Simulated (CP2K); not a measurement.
# GFN1-xTB run of C2H4FO (SMILES [O]CCF)

What is the energy difference between two shapes of C2H4FO at GFN1-xTB? 

The results are computed with CP2K 2026.2.

4 further runs of the same task are left out: 2 that didn't finish, 2 set aside as unsound or not needed.

## 1. The system as given

C2H4FO: 8 atoms, total charge 0, spin state doublet. As SMILES, `[O]CCF`. Geometry: relaxed at PBE0-D4/def2-TZVP. This is one conformer, not always the lowest.

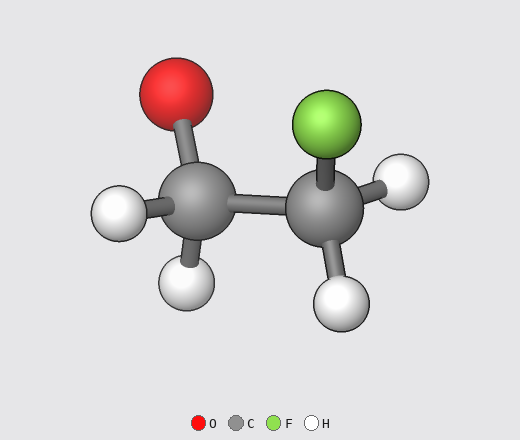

Viewed from a chosen angle; oxygen red, carbon grey, fluorine green, hydrogen white.

## 2. Energy and forces at GFN1-xTB

Contents of run.inp:

```
&GLOBAL
  PROJECT_NAME run
  RUN_TYPE ENERGY_FORCE
  PRINT_LEVEL MEDIUM
&END GLOBAL

&FORCE_EVAL
  METHOD QS
  &DFT
    CHARGE 0
    MULTIPLICITY 2
    SPIN_POLARIZED T
    &QS
      METHOD XTB
      EPS_DEFAULT 1.0E-10
      &XTB
        GFN_TYPE 1
        CHECK_ATOMIC_CHARGES F
      &END XTB
    &END QS
    &POISSON
      PERIODIC NONE
      POISSON_SOLVER ANALYTIC
    &END POISSON
    &SCF
      SCF_GUESS ATOMIC
      EPS_SCF 1.0E-07
      MAX_SCF 30
      &OT ON
        MINIMIZER DIIS
        PRECONDITIONER FULL_ALL
      &END OT
      &OUTER_SCF
        EPS_SCF 1.0E-07
        MAX_SCF 5
      &END OUTER_SCF
    &END SCF
    &PRINT
      &MOMENTS
        PERIODIC F
        REFERENCE COM
        MAX_MOMENT 1
      &END MOMENTS
      &MO_CUBES
        NLUMO 3
        NHOMO -1
        WRITE_CUBE F
      &END MO_CUBES
      &HIRSHFELD OFF
      &END HIRSHFELD
    &END PRINT
  &END DFT
  &SUBSYS
    &CELL
      ABC [angstrom] 14 14.7 14.8
      PERIODIC NONE
    &END CELL
    &COORD
      O     -1.112700     1.381900    -0.100600
      C      0.022800     0.703900     0.201100
      C      0.021100    -0.764600    -0.150900
      F      0.108000    -0.917200    -1.519200
      H      0.196200     0.830100     1.288200
      H      0.884800     1.215700    -0.264500
      H     -0.906900    -1.234800     0.187000
      H      0.879000    -1.272100     0.303300
    &END COORD
    &TOPOLOGY
      &CENTER_COORDINATES
      &END CENTER_COORDINATES
    &END TOPOLOGY
  &END SUBSYS
  &PRINT
    &FORCES ON
    &END FORCES
  &END PRINT
&END FORCE_EVAL
```

Launch:

```console
$ OMP_NUM_THREADS=1 cp2k.psmp -i run.inp > run.out 2>&1
```

The log of the run:

```text
CP2K| version string:                                       CP2K version 2026.2
[...]
 GLOBAL| Method name                                                        CP2K
[...]
 GLOBAL| Run type                                                   ENERGY_FORCE
[...]
                             - Atoms:                                          8
[...]
                             - Spherical basis functions:                     24
[...]
 Number of electrons:                                                         13
[...]
     1 OT DIIS     0.15E+00    0.0     0.09131287       -15.7484493883 -1.57E+01
[...]
    11 OT DIIS     0.15E+00    0.0     0.00000006       -16.1068264437 -1.42E-10
  *** SCF run converged in    11 steps ***
[...]
 TB_DIPOLE| Moment [Debye]          2.69593833      -1.14023056       2.90960527
 TB_DIPOLE| Derivative [a.u.]       0.00000000       0.00000000       0.00000000
[...]
 ENERGY| Total FORCE_EVAL ( QS ) energy [hartree]            -16.106826443752091
 FORCES| Atomic forces [hartree/bohr]
 FORCES|   Atom     x               y               z               |f|
 FORCES|      1  2.68537584E-02 -1.83188371E-02  8.62680116E-03   3.36322142E-02
 FORCES|      2 -3.29070514E-02  2.53258854E-02 -1.34929545E-02   4.36615886E-02
 FORCES|      3 -2.76683306E-03 -1.16105695E-02 -4.04297307E-03   1.26018380E-02
 FORCES|      4  8.98227404E-04  2.33698653E-03  1.08225468E-02   1.11083679E-02
 FORCES|      5  3.43700577E-03  7.23818884E-04  2.12450261E-03   4.10492798E-03
 FORCES|      6  5.03300975E-03  3.64228501E-03  8.98401400E-04   6.27730455E-03
 FORCES|      7 -1.45831490E-03 -1.32411914E-03 -2.67872890E-03   3.32499058E-03
 FORCES|      8  9.10197995E-04 -7.75450152E-04 -2.25759557E-03   2.55470568E-03
 FORCES| Sum    -1.00288701E-16 -4.01154804E-18  2.77555756E-16
 FORCES| Total atomic force                                       2.95145920E-16
[...]
```

Run time: 1.6 s. Hardware: 1 thread of Intel Xeon 6975P-C (Granite Rapids), shared host; peak memory 0.2 GiB.

## 3. The distorted shape

Contents of qs.inp:

```
&GLOBAL
  PROJECT_NAME qs
  RUN_TYPE ENERGY_FORCE
  PRINT_LEVEL MEDIUM
&END

&FORCE_EVAL
  METHOD QUICKSTEP
  &DFT
    MULTIPLICITY 2
    LSD T
    &QS
      METHOD XTB
      EPS_DEFAULT 1.0E-10
      &XTB
        GFN_TYPE 1
        CHECK_ATOMIC_CHARGES F
      &END
    &END
    &POISSON
      PERIODIC NONE
      POISSON_SOLVER ANALYTIC
    &END
    &SCF
      SCF_GUESS ATOMIC
      EPS_SCF 1.0E-07
      MAX_SCF 30
      &OT
        MINIMIZER DIIS
        PRECONDITIONER FULL_ALL
      &END
      &OUTER_SCF
        EPS_SCF 1.0E-07
        MAX_SCF 5
      &END
    &END
    &PRINT
      &MOMENTS
        PERIODIC F
        REFERENCE COM
        MAX_MOMENT 1
      &END
      &MO_CUBES
        NLUMO 3
        NHOMO -1
        WRITE_CUBE F
      &END
      &HIRSHFELD OFF
      &END
    &END
  &END
  &SUBSYS
    &CELL
      ABC 14.1 14.7 14.8
      PERIODIC NONE
    &END
    &COORD
      O     -1.142420     1.396554    -0.143825
      C      0.045299     0.710089     0.214675
      C      0.038697    -0.788093    -0.150539
      F      0.088693    -0.903548    -1.515645
      H      0.205196     0.810137     1.311112
      H      0.896568     1.220665    -0.295869
      H     -0.923015    -1.222418     0.181389
      H      0.921826    -1.270164     0.299754
    &END
    &TOPOLOGY
      &CENTER_COORDINATES
      &END
    &END
  &END
  &PRINT
    &FORCES ON
    &END
  &END
&END
```

Launch:

```console
$ OMP_NUM_THREADS=1 cp2k.psmp qs.inp > qs.out
```

The log of the run:

```text
CP2K| version string:                                       CP2K version 2026.2
[...]
 GLOBAL| Method name                                                        CP2K
[...]
 GLOBAL| Run type                                                   ENERGY_FORCE
[...]
                             - Atoms:                                          8
[...]
                             - Spherical basis functions:                     24
[...]
 Number of electrons:                                                         13
[...]
     1 OT DIIS     0.15E+00    0.0     0.09975263       -15.7036999910 -1.57E+01
[...]
    12 OT DIIS     0.15E+00    0.0     0.00000008       -16.1011248959 -7.79E-12
  *** SCF run converged in    12 steps ***
[...]
 TB_DIPOLE| Moment [Debye]          2.86679913      -1.91987552       2.34221033
 TB_DIPOLE| Derivative [a.u.]       0.00000000       0.00000000       0.00000000
[...]
 ENERGY| Total FORCE_EVAL ( QS ) energy [hartree]            -16.101124895911909
 FORCES| Atomic forces [hartree/bohr]
 FORCES|   Atom     x               y               z               |f|
 FORCES|      1  5.94424727E-02 -3.73673857E-02  1.19936262E-02   7.12290400E-02
 FORCES|      2 -5.48767295E-02  4.44366978E-02  3.17573154E-03   7.06835258E-02
 FORCES|      3 -6.34367180E-03  3.79607899E-03 -1.49365576E-02   1.66659275E-02
 FORCES|      4  3.25846713E-03 -3.90315524E-03  1.26273813E-02   1.36126040E-02
 FORCES|      5  2.48983008E-03 -1.84264373E-03 -4.36515846E-03   5.35249457E-03
 FORCES|      6 -6.90114034E-03 -7.62498421E-03 -2.37343313E-03   1.05545870E-02
 FORCES|      7  8.46870305E-03  1.74576183E-03 -1.38296397E-03   8.75666633E-03
 FORCES|      8 -5.53793132E-03  7.59630222E-04 -4.73862583E-03   7.32804859E-03
 FORCES| Sum     3.23525928E-16 -1.62630326E-17 -1.54390389E-16
 FORCES| Total atomic force                                       3.58845238E-16
[...]
```

Run time: 1.4 s. Hardware: 1 thread of Intel Xeon 6975P-C (Granite Rapids), shared host; peak memory 0.19 GiB.

## 4. What came out

Level: GFN1-xTB.

| quantity | value |
| --- | --- |
| first shape: total energy | -16.10683 Eh |
| first shape: dipole moment (from atomic charges alone) | 4.13 D |
| first shape: HOMO energy (highest over α and β) | -12.77 eV |
| first shape: dispersion energy | -4.17 kJ/mol |
| first shape: largest force on an atom | 2.245 eV/Å |
| distorted shape: total energy | -16.10112 Eh |
| distorted shape: dipole moment (from atomic charges alone) | 4.17 D |
| distorted shape: HOMO energy (highest over α and β) | -12.76 eV |
| distorted shape: dispersion energy | -4.16 kJ/mol |
| distorted shape: largest force on an atom | 3.663 eV/Å |
| energy change with the atoms displaced | 0.155 eV |

With the atoms displaced the energy rises by 0.16 eV (3.6 kcal/mol). The first shape isn't relaxed at this level, so the change isn't measured from a minimum. The largest force (first shape) is 2.25 eV/Å: the shape isn't a stationary point for this species at this level. The dipole (first shape) comes from point charges on the atoms alone, without atomic dipoles, so it is partial. The dipole (distorted shape) comes from point charges on the atoms alone, without atomic dipoles, so it is partial.
